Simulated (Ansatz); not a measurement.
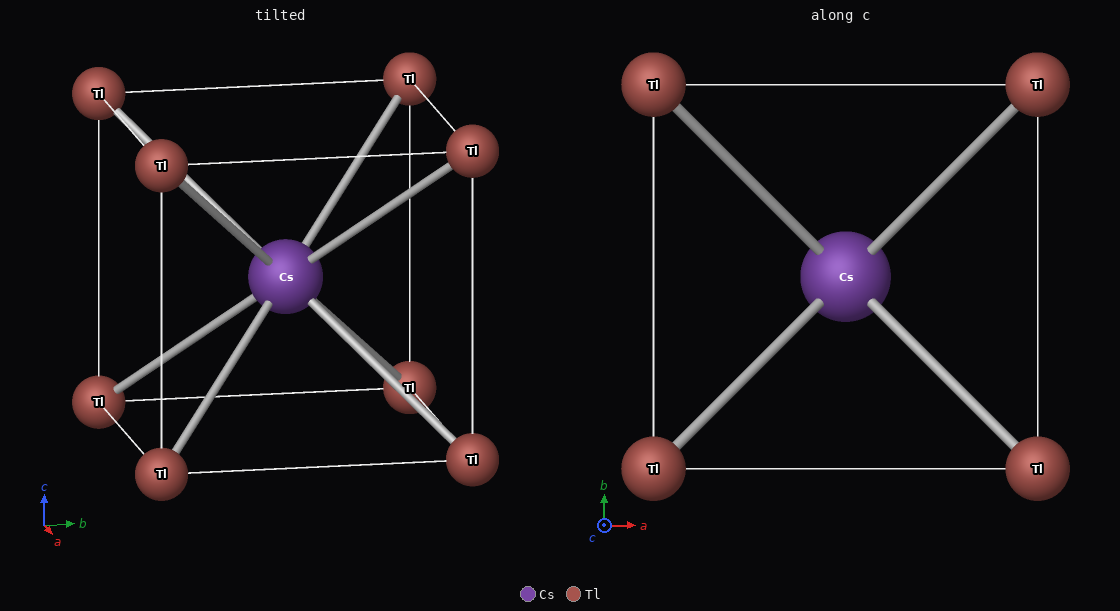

An orthographic ball-and-stick view of the structure, slightly off an axis and along the c axis. Thin lines show the conventional unit cell, with boundary atoms drawn in all their periodic places.

CsTl, caesium chloride (CsCl, B2) type, space group Pm-3m (No. 221), a = 4.664 Å, b = 4.664 Å, c = 4.664 Å, α = 90.00°, β = 90.00°, γ = 90.00°. Its origin is a structure type filled with these elements by a generator (whether the compound takes this form wasn't checked). Earlier steps of the study may have refined or changed the cell and positions. It went into a calculation with Ansatz.

This one geometry was computed with Ansatz (DFT, plane waves, PAW) at three levels of theory: r2SCAN, PBE and PBE with spin-orbit coupling.

How does the band gap change with the level of theory?

Answer. All levels give a metal.

Collect the results in a table.

Answer.
| level | cutoff (eV) | k-mesh of the run's cell | gap (eV) | pressure (GPa) |
| --- | --- | --- | --- | --- |
| r2SCAN | 500 | 12×12×12 | metal | -0.5 |
| PBE | 420 | 12×12×12 | metal | 0.0 |
| PBE with spin-orbit coupling | 420 | 12×12×12 | metal | 0.1 |

Gaps are taken on the k-mesh or band path of each run.
